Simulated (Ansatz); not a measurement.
## C2H5NOSSe: nudged elastic band (part 2 of 2)

Continued. System: C2H5NOSSe. Method: RKS PBE0-D4/def2-SVP (Ansatz 0.2.0). It belongs to a series of runs on one base structure; here: band between the two ends.

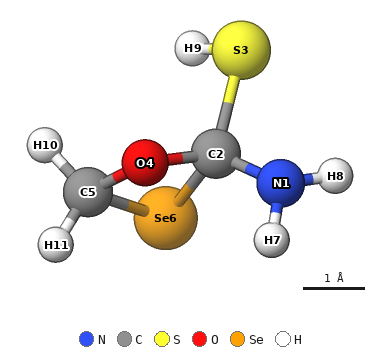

The structure as given in the input (ball-and-stick view, seen at a tilt; atoms are numbered from 1 in the order of the input).

The last band as extended XYZ, continued:
```
11
Properties=species:S:1:pos:R:3:forces:R:3 image=8 energy=-81843.17466
N    -1.5229   -0.8085    0.6391   -0.0002   0.0040   0.0103
C    -0.4297    0.0217    0.3846    0.0027  -0.0047   0.0158
S    -0.8645    1.6706    1.0341    0.0076  -0.0059   0.0433
O     0.0010    0.0498   -0.9699    0.0021   0.0307   0.0055
C     1.3842   -0.1928   -0.8886   -0.0106   0.0001   0.0008
Se    1.3510   -0.6786    1.0132   -0.0116  -0.0273  -0.0051
H    -1.4707   -1.6705    0.1039    0.0243  -0.0149   0.0331
H    -2.4224   -0.3523    0.5063    0.0015  -0.0015  -0.0586
H     0.3579    2.2039    0.8430   -0.0076   0.0189  -0.0487
H     1.9840    0.7106   -1.0905    0.0136  -0.0049   0.0144
H     1.6978   -1.0109   -1.5546   -0.0218   0.0057  -0.0109
11
Properties=species:S:1:pos:R:3:forces:R:3 image=9 energy=-81843.20852
N    -1.5239   -0.7962    0.6457    0.0000   0.0033   0.0018
C    -0.4202    0.0304    0.4156    0.0024   0.0012   0.0104
S    -0.8362    1.6490    1.1394    0.0099  -0.0068   0.0321
O     0.0098    0.1369   -0.9383    0.0027   0.0259   0.0087
C     1.3751   -0.1948   -0.8826   -0.0039  -0.0010   0.0011
Se    1.3281   -0.7615    0.9975   -0.0067  -0.0249  -0.0053
H    -1.4154   -1.6991    0.1922    0.0164  -0.0085   0.0263
H    -2.4024   -0.3594    0.3732    0.0055  -0.0016  -0.0390
H     0.2875    2.2608    0.7140   -0.0203   0.0171  -0.0377
H     2.0285    0.6778   -1.0502    0.0132  -0.0089   0.0121
H     1.6346   -1.0010   -1.5858   -0.0193   0.0040  -0.0103
11
Properties=species:S:1:pos:R:3:forces:R:3 image=10 energy=-81843.22326
N    -1.5118   -0.7837    0.6373    0.0107  -0.0025  -0.0045
C    -0.4022    0.0475    0.4466   -0.0035   0.0037  -0.0036
S    -0.8161    1.6310    1.2392   -0.0025  -0.0108  -0.0034
O     0.0370    0.2356   -0.8968    0.0088   0.0109  -0.0028
C     1.3713   -0.2092   -0.8805   -0.0040  -0.0048   0.0064
Se    1.3169   -0.8334    0.9812   -0.0001   0.0003   0.0047
H    -1.3612   -1.7087    0.2441    0.0003  -0.0005   0.0042
H    -2.3677   -0.3672    0.2748   -0.0059   0.0050   0.0034
H     0.1578    2.3305    0.6218    0.0025  -0.0023  -0.0008
H     2.0922    0.6110   -1.0326   -0.0054   0.0000  -0.0035
H     1.5492   -1.0105   -1.6144   -0.0009   0.0011   0.0000
```

This output came from the following input.

Input:
```yaml
crystal:
  periodic: [false, false, false]
  atoms:
    - { symbol: "N", position_ang: [-1.666012, -0.652207, 0.285136] }
    - { symbol: C, position_ang: [-0.500733, 0.089728, 0.202203] }
    - { symbol: S, position_ang: [-0.907518, 1.785776, 0.758748] }
    - { symbol: O, position_ang: [0.032035, -0.019223, -1.083604] }
    - { symbol: C, position_ang: [1.411051, -0.216841, -0.878997] }
    - { symbol: Se, position_ang: [1.285888, -0.585233, 1.040641] }
    - { symbol: H, position_ang: [-1.560095, -1.606898, -0.043452] }
    - { symbol: H, position_ang: [-2.154875, -0.582614, 1.170122] }
    - { symbol: H, position_ang: [0.345605, 2.09928, 1.143158] }
    - { symbol: H, position_ang: [1.998695, 0.691136, -1.093098] }
    - { symbol: H, position_ang: [1.781457, -1.060005, -1.480156] }
basis:
  gaussian: { orbitals: def2-SVP }
hamiltonian:
  xc: pbe0
  dispersion: d4
neb:
  order_check: false
  images: 9
  f_tol: 0.03
  max_iterations: 21
  final_atoms:
    - { symbol: "N", position_ang: [-1.51180762, -0.78367491, 0.63734196] }
    - { symbol: C, position_ang: [-0.40215999, 0.04752681, 0.44658975] }
    - { symbol: S, position_ang: [-0.81608526, 1.63103086, 1.23917015] }
    - { symbol: O, position_ang: [0.03697336, 0.23556429, -0.89676006] }
    - { symbol: C, position_ang: [1.37127179, -0.20919096, -0.88049405] }
    - { symbol: Se, position_ang: [1.31692637, -0.83340441, 0.98122141] }
    - { symbol: H, position_ang: [-1.36118024, -1.70870003, 0.24409044] }
    - { symbol: H, position_ang: [-2.36767591, -0.36719847, 0.27482863] }
    - { symbol: H, position_ang: [0.15783877, 2.33051808, 0.62175627] }
    - { symbol: H, position_ang: [2.09217256, 0.61096785, -1.03263317] }
    - { symbol: H, position_ang: [1.54922416, -1.01054009, -1.61441034] }
  initial_path:
    images:
      - { positions_ang: [[-1.666012, -0.652207, 0.285136], [-0.500733, 0.089728, 0.202203], [-0.907518, 1.785776, 0.758748], [0.032035, -0.019223, -1.083604], [1.411051, -0.216841, -0.878997], [1.285888, -0.585233, 1.040641], [-1.560095, -1.606898, -0.043452], [-2.154875, -0.582614, 1.170122], [0.345605, 2.09928, 1.143158], [1.998695, 0.691136, -1.093098], [1.781457, -1.060005, -1.480156]] }
      - { positions_ang: [[-1.63291787, -0.69534301, 0.30159221], [-0.48835257, 0.09350385, 0.21927878], [-0.90991188, 1.77284494, 0.80675619], [0.04263726, 0.03966118, -1.07478406], [1.39119661, -0.21995851, -0.86931334], [1.26444477, -0.58727877, 1.04886982], [-1.54403991, -1.59215867, -0.11144887], [-2.13907184, -0.60333528, 1.17388018], [0.34748292, 2.14594355, 1.06059586], [2.01249481, 0.66610373, -1.07356983], [1.7215357, -1.07708401, -1.46115594]] }
      - { positions_ang: [[-1.59982374, -0.73847902, 0.31804843], [-0.47597215, 0.0972797, 0.23635457], [-0.91230576, 1.75991389, 0.85476438], [0.05323953, 0.09854536, -1.06596411], [1.37134221, -0.22307603, -0.85962967], [1.24300154, -0.58932455, 1.05709863], [-1.52798483, -1.57741934, -0.17944575], [-2.12326867, -0.62405656, 1.17763835], [0.34936084, 2.19260711, 0.97803372], [2.02629462, 0.64107146, -1.05404166], [1.6616144, -1.09416301, -1.44215587]] }
      - { positions_ang: [[-1.5667296, -0.78161504, 0.33450464], [-0.46359172, 0.10105555, 0.25343035], [-0.91469964, 1.74698283, 0.90277257], [0.06384179, 0.15742954, -1.05714417], [1.35148782, -0.22619354, -0.84994601], [1.2215583, -0.59137032, 1.06532745], [-1.51192974, -1.56268001, -0.24744262], [-2.10746551, -0.64477784, 1.18139653], [0.35123877, 2.23927066, 0.89547158], [2.04009442, 0.61603918, -1.0345135], [1.60169311, -1.11124202, -1.42315581]] }
      - { positions_ang: [[-1.53363547, -0.82475105, 0.35096085], [-0.45121129, 0.1048314, 0.27050613], [-0.91709352, 1.73405177, 0.95078076], [0.07444406, 0.21631373, -1.04832423], [1.33163343, -0.22931105, -0.84026235], [1.20011507, -0.59341609, 1.07355626], [-1.49587466, -1.54794068, -0.3154395], [-2.09166234, -0.66549912, 1.1851547], [0.35311669, 2.28593421, 0.81290944], [2.05389423, 0.59100691, -1.01498533], [1.54177181, -1.12832103, -1.40415574]] }
      - { positions_ang: [[-1.50054134, -0.86788706, 0.36741706], [-0.43883086, 0.10860725, 0.28758192], [-0.9194874, 1.72112072, 0.99878895], [0.08504632, 0.27519791, -1.03950428], [1.31177904, -0.23242857, -0.83057869], [1.17867184, -0.59546187, 1.08178508], [-1.47981957, -1.53320136, -0.38343637], [-2.07585918, -0.68622039, 1.18891288], [0.35499461, 2.33259776, 0.7303473], [2.06769404, 0.56597464, -0.99545716], [1.48185051, -1.14540003, -1.38515568]] }
      - { positions_ang: [[-1.5027946, -0.85104463, 0.42140204], [-0.43149669, 0.09639116, 0.31938348], [-0.89880697, 1.70310274, 1.04686519], [0.07543173, 0.26727118, -1.01095544], [1.32367759, -0.22778105, -0.84056176], [1.20632274, -0.64305038, 1.06167235], [-1.45609171, -1.56830109, -0.25793101], [-2.13422252, -0.62241601, 1.00609603], [0.31556344, 2.33218183, 0.70862909], [2.07258974, 0.57497328, -1.00289236], [1.49532524, -1.11842805, -1.43100661]] }
      - { positions_ang: [[-1.50504785, -0.8342022, 0.47538702], [-0.42416251, 0.08417507, 0.35118505], [-0.87812654, 1.68508477, 1.09494143], [0.06581714, 0.25934446, -0.98240659], [1.33557614, -0.22313352, -0.85054483], [1.23397365, -0.69063888, 1.04155961], [-1.43236384, -1.60340083, -0.13242565], [-2.19258587, -0.55861162, 0.82327918], [0.27613227, 2.33176589, 0.68691088], [2.07748545, 0.58397192, -1.01032757], [1.50879997, -1.09145606, -1.47685754]] }
      - { positions_ang: [[-1.50730111, -0.81735977, 0.529372], [-0.41682834, 0.07195899, 0.38298662], [-0.85744612, 1.6670668, 1.14301767], [0.05620254, 0.25141773, -0.95385775], [1.34747469, -0.218486, -0.8605279], [1.26162456, -0.73822739, 1.02144688], [-1.40863597, -1.63850056, -0.00692028], [-2.25094922, -0.49480724, 0.64046233], [0.23670111, 2.33134995, 0.66519268], [2.08238115, 0.59297056, -1.01776277], [1.5222747, -1.06448407, -1.52270847]] }
      - { positions_ang: [[-1.50955436, -0.80051734, 0.58335698], [-0.40949417, 0.0597429, 0.41478818], [-0.83676569, 1.64904883, 1.19109391], [0.04658795, 0.24349101, -0.9253089], [1.35937324, -0.21383848, -0.87051098], [1.28927546, -0.7858159, 1.00133415], [-1.3849081, -1.6736003, 0.11858508], [-2.30931256, -0.43100285, 0.45764548], [0.19726994, 2.33093401, 0.64347447], [2.08727686, 0.6019692, -1.02519797], [1.53574943, -1.03751208, -1.56855941]] }
      - { positions_ang: [[-1.51180762, -0.78367491, 0.63734196], [-0.40215999, 0.04752681, 0.44658975], [-0.81608526, 1.63103086, 1.23917015], [0.03697336, 0.23556429, -0.89676006], [1.37127179, -0.20919096, -0.88049405], [1.31692637, -0.83340441, 0.98122141], [-1.36118024, -1.70870003, 0.24409044], [-2.36767591, -0.36719847, 0.27482863], [0.15783877, 2.33051808, 0.62175627], [2.09217256, 0.61096785, -1.03263317], [1.54922416, -1.01054009, -1.61441034]] }
```

Run as:
```bash
ansatz run input.yaml --threads 2 --pin off --max-ram 3072MiB --backend cpu --events-out ev --progress --plain --runs-dir out
```

Summary:

| quantity | value |
| --- | --- |
| outcome | converged |
| barrier, forward | 0.103 eV |
| barrier, backward | 0.088 eV |
| hardware | 2 threads of Arm Neoverse N1, 16 GiB of memory available, shared host |
| wall time | 20 min (CPU time 40 min) |
| peak memory | 0.4 GiB |

The order of the saddle point was not checked.
